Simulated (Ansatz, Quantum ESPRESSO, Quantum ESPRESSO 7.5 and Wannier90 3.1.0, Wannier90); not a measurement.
# straight Mo chain, spacing 2.43 Å: Wannier functions and conductance

How many channels does the wire offer, and does a small Wannier basis get them right? The wire: straight Mo chain, spacing 2.43 Å.

Program: Quantum ESPRESSO 7.5 and Wannier90 3.1.0. Level of theory: plane-wave DFT, LDA, GBRV ultrasoft pseudopotentials (cross-check by Ansatz 0.2.0 with PAW datasets). Results are calculated unless marked as measured.

### Step 1. Starting point

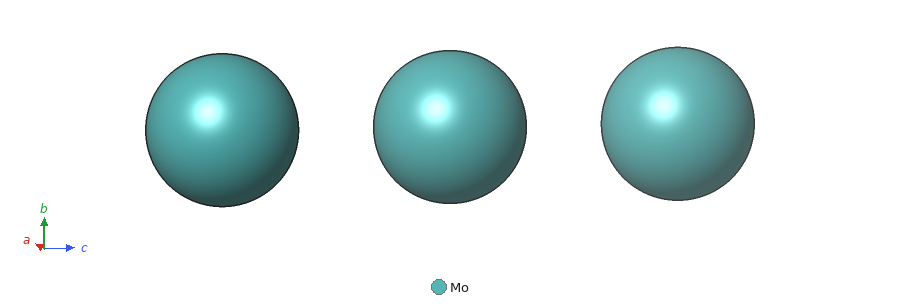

The starting structure, seen from the side, with the c axis across the page (molybdenum teal). 1×1×2 cells are drawn. Some periodic images of atoms are drawn too.

The cell holds 1 atom: 1 Mo. Cell: a = 8.000 Å, b = 8.000 Å, c = 2.430 Å, α = 90.0°, β = 90.0°, γ = 90.0°. Vacuum lies along a and b. The structure's axis is c.

### Step 2. Self-consistent run

The input, scf.in:

```
&control
  prefix = 'scf'
  outdir = './out'
  pseudo_dir = './pseudo'
  calculation = 'scf'
  tprnfor = .true.
/
&system
  ibrav = 0
  nat = 1
  ntyp = 1
  ecutwfc = 34
  ecutrho = 170
  occupations = 'smearing'
  smearing = 'mv'
  degauss = 0.005
/
&electrons
  conv_thr = 1e-07
  mixing_beta = 0.4
  electron_maxstep = 120
  mixing_mode = 'local-TF'
/
ATOMIC_SPECIES
  Mo  95.9500  mo_lda_v1.uspp.F.UPF
CELL_PARAMETERS angstrom
  8.00000000000000 0.00000000000000 0.00000000000000
  0.00000000000000 8.00000000000000 0.00000000000000
  0.00000000000000 0.00000000000000 2.43000000000000
ATOMIC_POSITIONS crystal
  Mo  0.000000000000 0.000000000000 0.000000000000
K_POINTS automatic
  1 1 28 0 0 0
```

Run with:

```console
$ OMP_NUM_THREADS=1 mpirun -n 4 pw.x -nk 2 -in scf.in > scf.out
```

Output:

```text
Program PWSCF v.7.5 starts
[citation notice left out]

     Parallel version (MPI & OpenMP), running on       4 processor cores
     Number of MPI processes:                 4
     Threads/MPI process:                     1

     MPI processes distributed on     1 nodes
[...]
Current dimensions of program PWSCF are:
     Max number of different atomic species (ntypx) = 10
     Max number of k-points (npk) =  40000
     Max angular momentum in pseudopotentials (lmaxx) =  4
     Message from routine setup:
     using ibrav=0 with symmetry is DISCOURAGED, use correct ibrav instead

     K-points division:     npool     =       2
     R & G space division:  proc/nbgrp/npool/nimage =       2
     Subspace diagonalization in iterative solution of the eigenvalue problem:
     a serial algorithm will be used

     Parallelization info
     --------------------
     sticks:   dense  smooth     PW     G-vecs:    dense   smooth      PW
     Min        1546    1234    388                19719    14074    2476
     Max        1547    1235    389                19720    14075    2477
     Sum        3093    2469    777                39439    28149    4953

     Using Slab Decomposition

     bravais-lattice index     =            0
     lattice parameter (alat)  =      15.1178  a.u.
     unit-cell volume          =    1049.5010 (a.u.)^3
     number of atoms/cell      =            1
     number of atomic types    =            1
     number of electrons       =        14.00
     number of Kohn-Sham states=           11
     kinetic-energy cutoff     =      34.0000  Ry
     charge density cutoff     =     170.0000  Ry
     scf convergence threshold =      1.0E-07
     mixing beta               =       0.4000
     number of iterations used =            8  local-TF  mixing
     Exchange-correlation= SLA  PZ   NOGX NOGC
                           (   1   1   0   0   0   0   0)

     celldm(1)=  15.117809  celldm(2)=   0.000000  celldm(3)=   0.000000
     celldm(4)=   0.000000  celldm(5)=   0.000000  celldm(6)=   0.000000

     crystal axes: (cart. coord. in units of alat)
               a(1) = (   1.000000   0.000000   0.000000 )
               a(2) = (   0.000000   1.000000   0.000000 )
               a(3) = (   0.000000   0.000000   0.303750 )

     reciprocal axes: (cart. coord. in units 2 pi/alat)
               b(1) = (  1.000000  0.000000  0.000000 )
               b(2) = (  0.000000  1.000000  0.000000 )
               b(3) = (  0.000000  0.000000  3.292181 )

     PseudoPot. # 1 for Mo read from file:
     ./pseudo/mo_lda_v1.uspp.F.UPF
     Pseudo is Ultrasoft + core correction, Zval = 14.0
     Generated by new atomic code, or converted to UPF format
     Using radial grid of  889 points,  6 beta functions with:
                l(1) =   0
                l(2) =   0
                l(3) =   1
                l(4) =   1
                l(5) =   2
                l(6) =   2
     Q(r) pseudized with  6 coefficients,  rinner =    1.000   1.000   1.000
                                                       1.000   1.000

     atomic species   valence    mass     pseudopotential
     Mo               14.00    95.95000     Mo( 1.00)

     16 Sym. Ops., with inversion, found

   Cartesian axes

     site n.     atom                  positions (alat units)
         1        Mo     tau(   1) = (   0.0000000   0.0000000   0.0000000  )

     number of k points=    15  Marzari-Vanderbilt smearing, width (Ry)=  0.0050
                       cart. coord. in units 2pi/alat
        k(    1) = (   0.0000000   0.0000000   0.0000000), wk =   0.0714286
        k(    2) = (   0.0000000   0.0000000   0.1175779), wk =   0.1428571
        k(    3) = (   0.0000000   0.0000000   0.2351558), wk =   0.1428571
        k(    4) = (   0.0000000   0.0000000   0.3527337), wk =   0.1428571
        k(    5) = (   0.0000000   0.0000000   0.4703116), wk =   0.1428571
        k(    6) = (   0.0000000   0.0000000   0.5878895), wk =   0.1428571
        k(    7) = (   0.0000000   0.0000000   0.7054674), wk =   0.1428571
        k(    8) = (   0.0000000   0.0000000   0.8230453), wk =   0.1428571
        k(    9) = (   0.0000000   0.0000000   0.9406232), wk =   0.1428571
        k(   10) = (   0.0000000   0.0000000   1.0582011), wk =   0.1428571
[...]
k(   15) = (   0.0000000   0.0000000  -1.6460905), wk =   0.0714286

     Dense  grid:    39439 G-vectors     FFT dimensions: (  64,  64,  20)

     Smooth grid:    28149 G-vectors     FFT dimensions: (  60,  60,  18)

     Estimated max dynamical RAM per process >      43.44 MB

     Estimated total dynamical RAM >     164.14 MB

     Check: negative core charge=   -0.000002

     Initial potential from superposition of free atoms

     starting charge      13.9991, renormalised to      14.0000

     negative rho (up, down):  1.733E-03 0.000E+00
     Starting wfcs are   13 randomized atomic wfcs

     total cpu time spent up to now is        0.7 secs

     per-process dynamical memory:    18.9 Mb

     Self-consistent Calculation

     iteration #  1     ecut=    34.00 Ry     beta= 0.40
     Davidson diagonalization with overlap
     ethr =  1.00E-02,  avg # of iterations =  2.3

     negative rho (up, down):  3.071E-04 0.000E+00

     total cpu time spent up to now is        0.9 secs

     total energy              =    -139.09913973 Ry
     estimated scf accuracy    <       0.18423167 Ry

     iteration #  2     ecut=    34.00 Ry     beta= 0.40
[...]
negative rho (up, down):  6.928E-06 0.000E+00

[...]
total energy              =    -139.06808283 Ry
     estimated scf accuracy    <       0.08531740 Ry

     iteration #  3     ecut=    34.00 Ry     beta= 0.40
[...]
negative rho (up, down):  5.785E-06 0.000E+00

[...]
total energy              =    -139.07611863 Ry
     estimated scf accuracy    <       0.00630061 Ry

     iteration #  4     ecut=    34.00 Ry     beta= 0.40
[...]
negative rho (up, down):  3.528E-05 0.000E+00

[...]
total energy              =    -139.07553694 Ry
     estimated scf accuracy    <       0.00294609 Ry

     iteration #  5     ecut=    34.00 Ry     beta= 0.40
[...]
negative rho (up, down):  8.613E-05 0.000E+00

[...]
total energy              =    -139.07576751 Ry
     estimated scf accuracy    <       0.00053121 Ry

     iteration #  6     ecut=    34.00 Ry     beta= 0.40
[...]
negative rho (up, down):  7.455E-04 0.000E+00

[...]
total energy              =    -139.07599073 Ry
     estimated scf accuracy    <       0.00019902 Ry

     iteration #  7     ecut=    34.00 Ry     beta= 0.40
[...]
negative rho (up, down):  1.054E-03 0.000E+00

[...]
total energy              =    -139.07601214 Ry
     estimated scf accuracy    <       0.00001438 Ry

     iteration #  8     ecut=    34.00 Ry     beta= 0.40
[...]
negative rho (up, down):  1.405E-03 0.000E+00

[...]
total energy              =    -139.07601597 Ry
     estimated scf accuracy    <       0.00000443 Ry

     iteration #  9     ecut=    34.00 Ry     beta= 0.40
[...]
negative rho (up, down):  1.439E-03 0.000E+00

[...]
total energy              =    -139.07601650 Ry
     estimated scf accuracy    <       0.00000046 Ry

     iteration # 10     ecut=    34.00 Ry     beta= 0.40
[...]
negative rho (up, down):  1.455E-03 0.000E+00

[...]
End of self-consistent calculation

          k = 0.0000 0.0000 0.0000 (  3525 PWs)   bands (ev):

   -62.9460 -37.0516 -37.0516 -35.6978  -5.9058  -3.3698  -2.7733  -2.7608
     0.1007   1.3759   1.3760

          k = 0.0000 0.0000 0.1176 (  3545 PWs)   bands (ev):

   -62.9413 -37.0479 -37.0479 -35.7315  -5.8128  -3.3426  -2.7567  -2.7444
     0.0058   0.0058   1.4047

          k = 0.0000 0.0000 0.2352 (  3525 PWs)   bands (ev):

   -62.9276 -37.0368 -37.0368 -35.8301  -5.5369  -3.2611  -2.7074  -2.6955
    -0.2629  -0.2629   1.4933

          k = 0.0000 0.0000 0.3527 (  3533 PWs)   bands (ev):

   -62.9055 -37.0190 -37.0190 -35.9870  -5.0872  -3.1259  -2.6269  -2.6157
    -0.6644  -0.6644   1.6448

          k = 0.0000 0.0000 0.4703 (  3517 PWs)   bands (ev):

   -62.8759 -36.9951 -36.9951 -36.1920  -4.4786  -2.9381  -2.5176  -2.5074
    -1.1498  -1.1497   1.8597

          k = 0.0000 0.0000 0.5879 (  3513 PWs)   bands (ev):

   -62.8402 -36.9665 -36.9665 -36.4324  -3.7316  -2.6987  -2.3831  -2.3740
    -1.6758  -1.6758   2.1374

[...]
the Fermi energy is    -2.1864 ev

!    total energy              =    -139.07601659 Ry
     estimated scf accuracy    <       0.00000003 Ry
     smearing contrib. (-TS)   =      -0.00032546 Ry
     internal energy E=F+TS    =    -139.07569114 Ry

     The total energy is F=E-TS. E is the sum of the following terms:
     one-electron contribution =    -194.05270295 Ry
     hartree contribution      =      93.88642069 Ry
     xc contribution           =     -18.85591202 Ry
     ewald contribution        =     -20.05349685 Ry

     convergence has been achieved in  10 iterations

     negative rho (up, down):  1.455E-03 0.000E+00

     Forces acting on atoms (cartesian axes, Ry/au):

     atom    1 type  1   force =     0.00000000    0.00000000    0.00000000

     Total force =     0.000000     Total SCF correction =     0.000000

[...]
=------------------------------------------------------------------------------=
   JOB DONE.
=------------------------------------------------------------------------------=
```

Elapsed: 3.2 s, on 4 MPI ranks of Intel Xeon 6975P-C (Granite Rapids), shared host; peak memory 0.35 GiB.

This step gave:

* free energy: -1892.2256 eV
* Fermi energy: -2.186 eV

The run needed 10 iterations to bring the estimated error under 1e-07 Ry.

### Step 3. Full uniform mesh without symmetry

Wannier90 needs the states on a whole uniform mesh, listed point by point, without symmetry.

The input, nscf.in:

```
&control
  prefix = 'nscf'
  outdir = './out'
  pseudo_dir = './pseudo'
  calculation = 'nscf'
/
&system
  ibrav = 0
  nat = 1
  ntyp = 1
  ecutwfc = 34
  ecutrho = 170
  occupations = 'smearing'
  smearing = 'mv'
  degauss = 0.005
  nosym = .true.
  noinv = .true.
  nbnd = 36
/
&electrons
  conv_thr = 1e-08
  mixing_beta = 0.4
  electron_maxstep = 120
  mixing_mode = 'local-TF'
  diago_full_acc = .true.
/
ATOMIC_SPECIES
  Mo  95.9500  mo_lda_v1.uspp.F.UPF
CELL_PARAMETERS angstrom
  8.00000000000000 0.00000000000000 0.00000000000000
  0.00000000000000 8.00000000000000 0.00000000000000
  0.00000000000000 0.00000000000000 2.43000000000000
ATOMIC_POSITIONS crystal
  Mo  0.000000000000 0.000000000000 0.000000000000
K_POINTS crystal
14
  0.0000000000 0.0000000000 0.0000000000 0.0714285714
  0.0000000000 0.0000000000 0.0714285714 0.0714285714
  0.0000000000 0.0000000000 0.1428571429 0.0714285714
  0.0000000000 0.0000000000 0.2142857143 0.0714285714
  0.0000000000 0.0000000000 0.2857142857 0.0714285714
  0.0000000000 0.0000000000 0.3571428571 0.0714285714
  0.0000000000 0.0000000000 0.4285714286 0.0714285714
  0.0000000000 0.0000000000 0.5000000000 0.0714285714
  0.0000000000 0.0000000000 0.5714285714 0.0714285714
  0.0000000000 0.0000000000 0.6428571429 0.0714285714
  0.0000000000 0.0000000000 0.7142857143 0.0714285714
  0.0000000000 0.0000000000 0.7857142857 0.0714285714
  0.0000000000 0.0000000000 0.8571428571 0.0714285714
  0.0000000000 0.0000000000 0.9285714286 0.0714285714
```

Run with:

```console
$ cp -r out/scf.save out/nscf.save
$ cp out/scf.xml out/nscf.xml
$ OMP_NUM_THREADS=1 mpirun -n 4 pw.x -nk 1 -in nscf.in > nscf.out
```

Output:

```text
[banner, memory and clock lines left out]
Program PWSCF v.7.5 starts
[citation notice left out]

[...]
bravais-lattice index     =            0
     lattice parameter (alat)  =      15.1178  a.u.
     unit-cell volume          =    1049.5010 (a.u.)^3
     number of atoms/cell      =            1
     number of atomic types    =            1
     number of electrons       =        14.00
     number of Kohn-Sham states=           36
     kinetic-energy cutoff     =      34.0000  Ry
     charge density cutoff     =     170.0000  Ry
     Exchange-correlation= SLA  PZ   NOGX NOGC
                           (   1   1   0   0   0   0   0)

[...]
PseudoPot. # 1 for Mo read from file:
     ./pseudo/mo_lda_v1.uspp.F.UPF
     Pseudo is Ultrasoft + core correction, Zval = 14.0
     Generated by new atomic code, or converted to UPF format
     Using radial grid of  889 points,  6 beta functions with:
                l(1) =   0
                l(2) =   0
                l(3) =   1
                l(4) =   1
                l(5) =   2
                l(6) =   2
     Q(r) pseudized with  6 coefficients,  rinner =    1.000   1.000   1.000
                                                       1.000   1.000

     atomic species   valence    mass     pseudopotential
     Mo               14.00    95.95000     Mo( 1.00)

     No symmetry found

[...]
number of k points=    14  Marzari-Vanderbilt smearing, width (Ry)=  0.0050
[...]
Dense  grid:    39439 G-vectors     FFT dimensions: (  64,  64,  20)

     Smooth grid:    28149 G-vectors     FFT dimensions: (  60,  60,  18)

     Check: negative core charge=   -0.000002

     The potential is recalculated from file :
     ./out/nscf.save/charge-density

     negative rho (up, down):  1.455E-03 0.000E+00
     Starting wfcs are   13 randomized atomic wfcs +   23 random wfcs

     Band Structure Calculation
     Davidson diagonalization with overlap

     ethr =  7.14E-11,  avg # of iterations = 40.6

     End of band structure calculation

          k = 0.0000 0.0000 0.0000 (  3525 PWs)   bands (ev):

   -62.9485 -37.0539 -37.0539 -35.7006  -5.9080  -3.3710  -2.7749  -2.7624
     0.0999   0.0999   1.3737   1.3737   2.1560   3.1214   4.6916   4.6916
     5.0370   5.3507   8.0564   8.0564   9.7444   9.7463  10.5316  10.5316
    11.7537  12.1210  12.1210  12.1675  12.5950  12.6310  17.1907  17.1907
    17.8545  17.8545  18.6597  19.3213

          k = 0.0000 0.0000 0.2352 (  3525 PWs)   bands (ev):

   -62.9302 -37.0390 -37.0390 -35.8329  -5.5391  -3.2622  -2.7091  -2.6971
    -0.2642  -0.2642   1.4916   1.4916   2.2819   3.2406   4.8653   4.8653
     5.1464   5.4780   8.2837   8.2837   9.8359   9.8683  10.7127  10.7127
    11.8836  12.2528  12.2659  12.2659  12.7113  12.7486  17.4400  17.4400
    18.0137  18.0137  18.7855  19.2999

[...]
the Fermi energy is    -2.2089 ev
     (compare with:    -2.1864 eV, computed in scf)

[...]
```

Elapsed: 5.3 s, on 4 MPI ranks; peak memory 0.22 GiB.

Read from the output:

* Fermi energy: -2.209 eV

The program's own clock; routines nest. Time by routine:

```tsv
routine	wall time (s)	calls
PWSCF	4.53	1
electrons	3.9	1
c_bands	3.9	1
cegterg	3.76	35
h_psi	2.33	617
vloc_psi	2.21	617
fftw	2.02	22060
cdiaghg	0.56	582
init_run	0.54	1
potinit	0.27	1
ffts	0.27	1
interpolate	0.27	1
hinit0	0.23	1
fft	0.2	6
```

### Step 4. Neighbour list from wannier90 -pp, with dis_win_max − E_F = 9.0

A first try, with customary settings: the .win file sets projections and windows, and states in the frozen window are kept exactly.

The input, wan_try.win:

```
num_wann = 9
num_bands = 36
num_iter = 200
num_print_cycles = 20
conv_tol = 1e-8
conv_window = 5
guiding_centres = true
dis_num_iter = 1500
dis_conv_tol = 1e-8
dis_win_min = -13.1864
dis_win_max = 6.8136
dis_froz_max = -0.6864
search_shells = 120
fermi_energy = -2.1864

transport = true
transport_mode = bulk
one_dim_axis = z
dist_cutoff = 16.91
dist_cutoff_mode = one_dim
tran_win_min = -4.0
tran_win_max = 2.0
tran_energy_step = 0.02

bands_plot = true
bands_num_points = 96
begin kpoint_path
G 0.0 0.0 0.0 Z 0.0 0.0 0.5
end kpoint_path

begin projections
Mo:s;p;d
end projections

begin unit_cell_cart
ang
  8.0000000000 0.0000000000 0.0000000000
  0.0000000000 8.0000000000 0.0000000000
  0.0000000000 0.0000000000 2.4300000000
end unit_cell_cart

begin atoms_frac
  Mo 0.0000000000 0.0000000000 0.0000000000
end atoms_frac

mp_grid = 1 1 14
begin kpoints
  0.0 0.0 0.0000000000
  0.0 0.0 0.0714285714
  0.0 0.0 0.1428571429
  0.0 0.0 0.2142857143
  0.0 0.0 0.2857142857
  0.0 0.0 0.3571428571
  0.0 0.0 0.4285714286
  0.0 0.0 0.5000000000
  0.0 0.0 0.5714285714
  0.0 0.0 0.6428571429
  0.0 0.0 0.7142857143
  0.0 0.0 0.7857142857
  0.0 0.0 0.8571428571
  0.0 0.0 0.9285714286
end kpoints
```

Run with:

```console
$ OMP_NUM_THREADS=1 wannier90.x -pp wan_try > wan_try.pp.log
```

It took 0.74 s on 1 MPI rank; peak memory 0.08 GiB.

### Step 5. Overlaps and projections

The follow-up step for that run.

The input, wan_try.p2w.in:

```
&inputpp
  prefix = 'nscf'
  outdir = './out'
  seedname = 'wan_try'
  write_mmn = .true.
  write_amn = .true.
  write_unk = .false.
/
```

Run with:

```console
$ OMP_NUM_THREADS=1 mpirun -n 4 pw2wannier90.x -in wan_try.p2w.in > wan_try.p2w.out
```

Run time: 2.9 s. Hardware: 4 MPI ranks; peak memory 0.21 GiB; 10 s of CPU time.

(Continued in part 2 of 6.)

[Logs are printed without paths, hosts, clocks, repeated set-up lines and the standing remarks that a program may print on its own settings, such as how far it seeks lower states.]

[Hosts, paths, dates, database ids (printed as entryN), source tags and the programs' standing remarks are cut or masked in the printed files.]

[Maps of the electrostatic potential energy from Ansatz leave out the sawtooth potential of an applied field or a dipole correction, so their vacuum need not be flat; planar profiles and work functions include it.]
